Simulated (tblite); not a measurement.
## C$_{6}$H$_{12}$O$_{2}$SSi: geometry relaxation (part 1 of 3)

The run: geometry relaxation of C$_{6}$H$_{12}$O$_{2}$SSi, SMILES CSC([SiH2]OC=O)=C(C)C. Method and program: GFN2-xTB geometry optimisation, gas phase (tblite 0.8.0).

It belongs to a series of runs on one base structure; here: S inserted into a C-C bond.

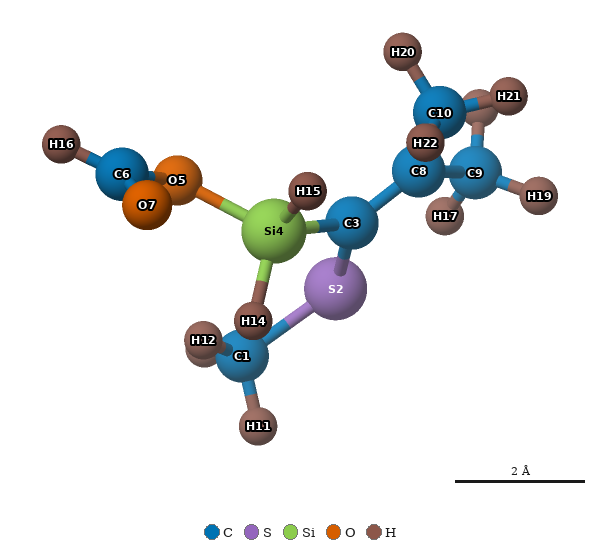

The input geometry (ball-and-stick view, seen at a tilt; atoms are numbered from 1 in the order of the input).

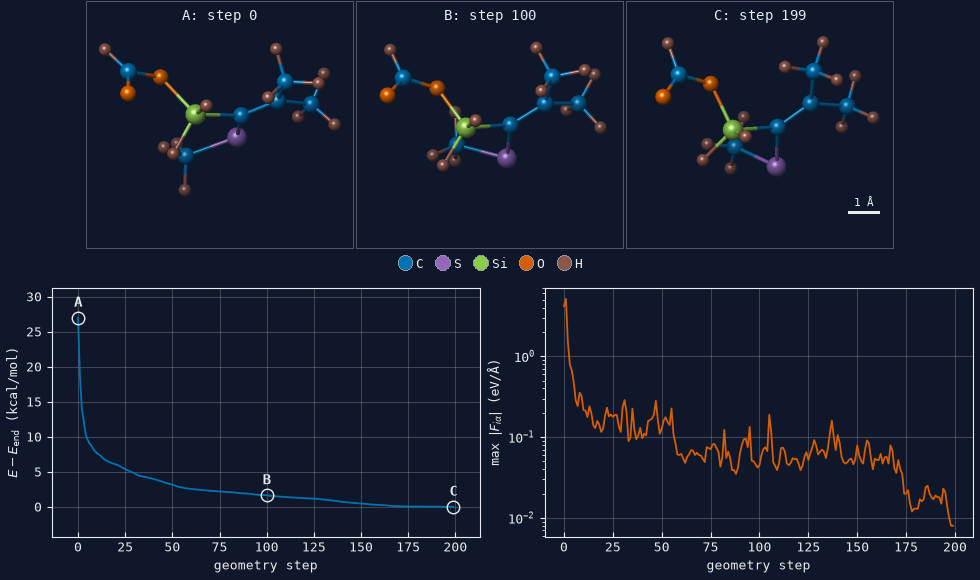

Frames of the relaxation (ball-and-stick view, seen at a tilt) above the curves, on which the letters mark them (steps are counted from 0).

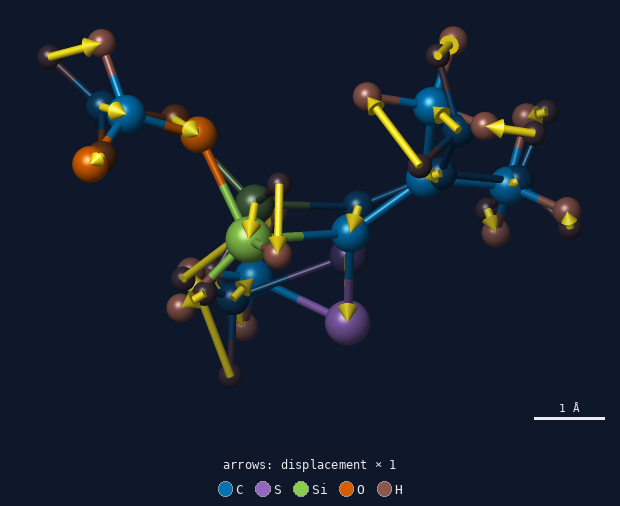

Start (faint) and end (solid) with the displacements as yellow arrows, at true length (ball-and-stick view, seen at a tilt). The two geometries are laid on each other by the best rigid fit. The largest move after the best rigid fit is that of H12, 2.12 Å. By element the largest moves are H 2.12 Å, S 1.10 Å, O 0.72 Å, C 0.63 Å, Si 0.58 Å. Among the contacts that change: O5–C6 1.403 → 1.307 Å, C6–O7 1.258 → 1.194 Å, C3–Si4 1.826 → 1.881 Å, Si4–O5 1.735 → 1.682 Å. Among the angles that change: C1–S2–C3 111.6° → 98.7°, O5–C6–H16 121.8° → 111.0°, C3–Si4–O5 114.0° → 104.2°. The energy falls by 27.0 kcal/mol in 199 geometry steps. Largest force component: 4.2 eV/Å at the start, 0.008 eV/Å at the end. (Atoms are counted from 1 in the order of the input.)

The input that produced these results follows, with the program's output.

## The input
```
{"job": {"kind": "relax", "xc": "GFN2-xTB", "basis": "xTB"}, "charge": 0, "multiplicity": 1}
C     -2.820600    -1.003000    -0.262700
S     -1.213900    -1.507300    -0.918400
C      0.124300    -0.546700    -0.199800
Si    -0.316400     0.762500     0.994400
O     -0.983700     2.188500     0.265000
C     -1.128700     3.278700     1.136300
O     -0.768400     3.124100     2.331400
C      1.357400    -0.821400    -0.596700
C      1.519000    -1.929200    -1.597900
C      2.553800    -0.109200    -0.100300
H     -3.330800    -1.818700     0.325100
H     -2.772900    -0.094100     0.348800
H     -3.492500    -0.863800    -1.148100
H     -1.299500     0.300100     1.995900
H      0.872800     1.202200     1.722000
H     -1.523100     4.209400     0.807400
H      0.494000    -2.265900    -1.903800
H      2.022000    -1.565400    -2.520000
H      2.095800    -2.733100    -1.103800
H      2.718900     0.835600    -0.668700
H      3.425400    -0.768700    -0.284000
H      2.456600     0.145100     0.976400
```

The first line tells a small driver script what to run in tblite; the rest is the geometry in Å.

Launched with:
```bash
OMP_NUM_THREADS=1 python <driver script> task.json out
```

## Output
```
step      E/eV     max force
  0    -872.27060    5.644
  1    -872.63230    5.351
  2    -872.83386    1.862
  3    -872.90707    0.813
  4    -872.99167    0.691
  5    -873.02278    0.514
  6    -873.04759    0.308
  7    -873.06154    0.276
  8    -873.08134    0.406
  9    -873.09645    0.376
 10    -873.10836    0.237
 11    -873.11637    0.271
 12    -873.12549    0.295
 13    -873.13696    0.323
 14    -873.14746    0.223
 15    -873.15475    0.152
 16    -873.16026    0.147
 17    -873.16536    0.180
 18    -873.17013    0.191
 19    -873.17410    0.146
 20    -873.17761    0.140
 21    -873.18182    0.189
 22    -873.18762    0.235
 23    -873.19470    0.188
 24    -873.20147    0.199
 25    -873.20729    0.196
 26    -873.21294    0.213
 27    -873.21845    0.233
 28    -873.22329    0.179
 29    -873.22795    0.158
 30    -873.23347    0.260
 31    -873.24019    0.304
 32    -873.24659    0.212
 33    -873.25054    0.104
 34    -873.25243    0.143
 35    -873.25393    0.231
 36    -873.25607    0.156
 37    -873.26028    0.110
 38    -873.26236    0.125
 39    -873.26530    0.160
 40    -873.26800    0.131
 41    -873.27134    0.148
 42    -873.27480    0.151
 43    -873.27853    0.185
 44    -873.28253    0.199
 45    -873.28679    0.173
 46    -873.29088    0.190
 47    -873.29330    0.288
 48    -873.29769    0.166
 49    -873.30052    0.129
 50    -873.30434    0.138
 51    -873.30717    0.168
 52    -873.31130    0.187
 53    -873.31522    0.160
 54    -873.31886    0.144
 55    -873.31971    0.233
 56    -873.32377    0.126
 57    -873.32564    0.103
 58    -873.32800    0.074
 59    -873.32878    0.072
 60    -873.33016    0.071
 61    -873.33126    0.067
 62    -873.33242    0.061
 63    -873.33332    0.063
 64    -873.33432    0.064
 65    -873.33537    0.069
 66    -873.33667    0.080
 67    -873.33812    0.081
 68    -873.33946    0.081
 69    -873.34052    0.088
 70    -873.34134    0.078
 71    -873.34207    0.060
 72    -873.34289    0.057
 73    -873.34366    0.087
 74    -873.34421    0.084
 75    -873.34498    0.078
 76    -873.34583    0.102
 77    -873.34664    0.094
 78    -873.34767    0.085
 79    -873.34886    0.077
 80    -873.35002    0.058
 81    -873.35091    0.070
 82    -873.35081    0.127
 83    -873.35221    0.070
 84    -873.35295    0.086
 85    -873.35560    0.065
 86    -873.35621    0.049
 87    -873.35693    0.052
 88    -873.35723    0.052
 89    -873.35762    0.052
 90    -873.35836    0.066
 91    -873.35992    0.081
 92    -873.36154    0.102
 93    -873.36337    0.112
 94    -873.36490    0.095
 95    -873.36533    0.147
 96    -873.36652    0.056
 97    -873.36697    0.055
 98    -873.36771    0.056
 99    -873.36817    0.052
100    -873.36944    0.056
101    -873.37063    0.076
102    -873.37212    0.076
103    -873.37372    0.079
104    -873.37548    0.073
105    -873.37551    0.232
106    -873.37657    0.145
107    -873.37792    0.052
108    -873.37832    0.046
109    -873.37917    0.044
110    -873.37952    0.058
111    -873.38044    0.086
112    -873.38133    0.083
113    -873.38219    0.069
114    -873.38282    0.055
115    -873.38340    0.046
116    -873.38398    0.054
117    -873.38469    0.065
118    -873.38556    0.069
119    -873.38642    0.072
120    -873.38704    0.052
121    -873.38746    0.042
122    -873.38783    0.049
123    -873.38830    0.058
124    -873.38888    0.066
125    -873.38957    0.056
126    -873.39041    0.063
127    -873.39151    0.081
128    -873.39294    0.094
129    -873.39439    0.087
130    -873.39579    0.064
131    -873.39674    0.069
132    -873.39783    0.085
133    -873.39900    0.074
134    -873.40041    0.068
135    -873.40172    0.092
136    -873.40347    0.129
137    -873.40413    0.218
138    -873.40686    0.122
139    -873.40847    0.083
140    -873.41003    0.138
141    -873.41116    0.101
142    -873.41220    0.066
143    -873.41330    0.053
144    -873.41400    0.049
145    -873.41498    0.052
146    -873.41588    0.058
147    -873.41703    0.063
148    -873.41830    0.063
149    -873.41952    0.073
150    -873.42029    0.105
151    -873.42129    0.079
152    -873.42213    0.062
153    -873.42345    0.052
154    -873.42415    0.077
155    -873.42534    0.100
156    -873.42621    0.092
157    -873.42721    0.065
158    -873.42802    0.044
159    -873.42864    0.064
160    -873.42914    0.057
161    -873.42975    0.058
162    -873.43057    0.074
163    -873.43111    0.057
164    -873.43233    0.062
165    -873.43364    0.069
166    -873.43491    0.062
167    -873.43552    0.097
168    -873.43595    0.090
169    -873.43656    0.052
170    -873.43705    0.051
171    -873.43743    0.054
172    -873.43770    0.042
173    -873.43794    0.037
174    -873.43815    0.022
175    -873.43836    0.025
176    -873.43853    0.025
177    -873.43866    0.021
178    -873.43873    0.015
179    -873.43879    0.017
180    -873.43886    0.017
181    -873.43893    0.017
182    -873.43899    0.017
183    -873.43906    0.018
184    -873.43915    0.019
185    -873.43930    0.029
186    -873.43947    0.035
187    -873.43964    0.026
188    -873.43977    0.020
189    -873.43988    0.023
190    -873.43998    0.020
191    -873.44008    0.021
192    -873.44018    0.024
193    -873.44028    0.019
194    -873.44038    0.024
195    -873.44046    0.022
196    -873.44052    0.016
197    -873.44056    0.011
198    -873.44059    0.010
199    -873.44061    0.009
```

## Trajectory as extended XYZ (Å, eV, eV/Å), 22 of the 200 frames kept, from step=0 to step=199
```
22
Properties=species:S:1:pos:R:3:forces:R:3 step=0 energy=-872.27060
C    -2.8206   -1.0030   -0.2627   -1.5080  -0.1610   0.1270
S    -1.2139   -1.5073   -0.9184   -0.2860  -0.2570   0.0170
C     0.1243   -0.5467   -0.1998   -1.2120   0.0460  -0.3720
Si   -0.3164    0.7625    0.9944   -0.5440   1.6330   1.3560
O    -0.9837    2.1885    0.2650   -0.2700   2.0470   1.8360
C    -1.1287    3.2787    1.1363    2.2420  -4.1650   3.0790
O    -0.7684    3.1241    2.3314   -1.3400   0.7780  -3.8470
C     1.3574   -0.8214   -0.5967   -0.2180  -0.5350  -0.6900
C     1.5190   -1.9292   -1.5979    0.0350  -0.0330  -0.3720
C     2.5538   -0.1092   -0.1003    0.9160   0.2860   0.0210
H    -3.3308   -1.8187    0.3251    0.9150   0.6270  -0.3490
H    -2.7729   -0.0941    0.3488   -0.0290  -0.3320  -0.4240
H    -3.4925   -0.8638   -1.1481    0.6680   0.1940   0.6320
H    -1.2995    0.3001    1.9959    0.1050   0.1110  -0.1990
H     0.8728    1.2022    1.7220   -0.1400   0.0320  -0.0760
H    -1.5231    4.2094    0.8074   -0.3150   0.3110  -0.8500
H     0.4940   -2.2659   -1.9038    1.3830  -0.0990   0.1950
H     2.0220   -1.5654   -2.5200   -0.0420  -0.3340   0.6930
H     2.0958   -2.7331   -1.1038   -0.2990   0.2200  -0.6300
H     2.7189    0.8356   -0.6687   -0.0920  -0.6070   0.3940
H     3.4254   -0.7687   -0.2840   -0.3050   0.5200   0.3100
H     2.4566    0.1451    0.9764    0.3350  -0.2830  -0.8510
22
Properties=species:S:1:pos:R:3:forces:R:3 step=9 energy=-873.09645
C    -2.8726   -0.9853   -0.2663    0.0230   0.0920   0.0350
S    -1.2489   -1.5241   -0.8943   -0.2430  -0.0320  -0.1060
C     0.0413   -0.4666   -0.2532    0.1130  -0.0520   0.1550
Si   -0.3282    0.8028    1.0790   -0.0030   0.0010   0.1350
O    -0.9773    2.1927    0.3635    0.0400  -0.1730   0.0520
C    -1.0963    3.1963    1.1885   -0.0470   0.2150   0.0930
O    -0.8034    3.1629    2.3506   -0.1670   0.1050  -0.3200
C     1.2879   -0.8110   -0.6191    0.1820  -0.1140  -0.0990
C     1.5341   -1.9250   -1.6013    0.1230  -0.0030  -0.0070
C     2.5397   -0.1212   -0.1309   -0.0900  -0.0790  -0.0740
H    -3.2611   -1.8008    0.3442   -0.0380   0.1670  -0.0650
H    -2.7854   -0.0754    0.3155   -0.0080  -0.0170  -0.0470
H    -3.5104   -0.8116   -1.1327    0.0280  -0.0640   0.1200
H    -1.3388    0.3337    2.0267    0.0640  -0.0010   0.0420
H     0.8881    1.2423    1.7446   -0.0530  -0.0580   0.0400
H    -1.5060    4.0940    0.6793    0.0850  -0.1430   0.1250
H     0.5980   -2.3579   -1.9502    0.1980   0.0690  -0.0510
H     2.0966   -1.5524   -2.4597   -0.0370   0.0170   0.0590
H     2.1224   -2.7277   -1.1516   -0.0140   0.1300   0.0780
H     2.7077    0.8080   -0.6771   -0.0450  -0.0310   0.0330
H     3.4076   -0.7593   -0.2880   -0.0770  -0.0360  -0.1070
H     2.4946    0.1052    0.9311   -0.0360   0.0060  -0.0910
22
Properties=species:S:1:pos:R:3:forces:R:3 step=19 energy=-873.17410
C    -2.8884   -0.9322   -0.2547    0.0720   0.0310  -0.0160
S    -1.2924   -1.4888   -0.9400   -0.0350  -0.0230   0.0320
C     0.0323   -0.5292   -0.2005    0.0550   0.1160  -0.0490
Si   -0.3195    0.7463    1.1510   -0.0030  -0.0220   0.0200
O    -0.9635    2.1270    0.4192    0.0020  -0.0910  -0.0430
C    -1.1229    3.1908    1.1657    0.0480  -0.0920  -0.0160
O    -0.8888    3.2406    2.3367   -0.0750   0.0940  -0.0830
C     1.2700   -0.8338   -0.6285    0.0300  -0.0130  -0.0100
C     1.5819   -1.9180   -1.6200   -0.0140   0.0130   0.0330
C     2.5207   -0.1384   -0.1647   -0.0350  -0.0230  -0.0010
H    -3.2795   -1.7124    0.3955    0.0340   0.0790  -0.0090
H    -2.7735   -0.0014    0.2848    0.0060   0.0370  -0.0300
H    -3.5485   -0.7895   -1.1070   -0.0200  -0.0160   0.0580
H    -1.3188    0.3032    2.1223    0.0270  -0.0600  -0.0030
H     0.8867    1.2008    1.8279   -0.0270  -0.0690   0.0100
H    -1.4994    4.0453    0.5739    0.0090  -0.0520   0.0430
H     0.6935   -2.3879   -2.0305    0.0090   0.0470   0.0190
H     2.1850   -1.5173   -2.4362   -0.0670   0.0070   0.0290
H     2.1802   -2.6769   -1.1135   -0.0460  -0.0580  -0.0600
H     2.6632    0.7955   -0.7108   -0.0330  -0.0230   0.0700
H     3.3771   -0.7785   -0.3712    0.0050   0.0780   0.0440
H     2.4942    0.0742    0.8988    0.0600   0.0410  -0.0370
22
Properties=species:S:1:pos:R:3:forces:R:3 step=28 energy=-873.22329
C    -2.8700   -0.8382   -0.2403    0.0540  -0.0260  -0.0100
S    -1.3068   -1.4667   -0.9458   -0.0410   0.0270   0.0310
C     0.0393   -0.5378   -0.2059    0.1080  -0.0350   0.1380
Si   -0.3161    0.6598    1.2090    0.0180   0.0180   0.0230
O    -0.9507    2.0239    0.4538   -0.0180  -0.0560  -0.0340
C    -1.1575    3.1453    1.0987    0.0640  -0.0780   0.0540
O    -0.9926    3.2991    2.2712   -0.0460   0.0740  -0.0500
C     1.2835   -0.8545   -0.6058    0.0290   0.0060  -0.0650
C     1.5911   -1.9137   -1.6251   -0.0540   0.0410  -0.0220
C     2.5254   -0.1252   -0.1597   -0.0850   0.0010  -0.0090
H    -3.2375   -1.5534    0.4912    0.0550   0.0520   0.0650
H    -2.7278    0.1381    0.2072   -0.0040  -0.0100  -0.0720
H    -3.5809   -0.7742   -1.0606    0.0610   0.0170  -0.0140
H    -1.2728    0.1520    2.1929   -0.0710   0.0100  -0.0890
H     0.8791    1.0605    1.9354    0.0060   0.0490  -0.0220
H    -1.5034    3.9461    0.4151    0.0180  -0.1110   0.0570
H     0.6945   -2.3414   -2.0629   -0.0330   0.0150   0.0330
H     2.1946   -1.4802   -2.4236    0.0170  -0.0690   0.0290
H     2.1638   -2.7172   -1.1560   -0.0290   0.0840  -0.0500
H     2.5913    0.8225   -0.6965    0.0750  -0.0360   0.0160
H     3.4077   -0.7204   -0.3974   -0.0960   0.0890   0.0130
H     2.5357    0.0952    0.9033   -0.0290  -0.0620  -0.0240
```
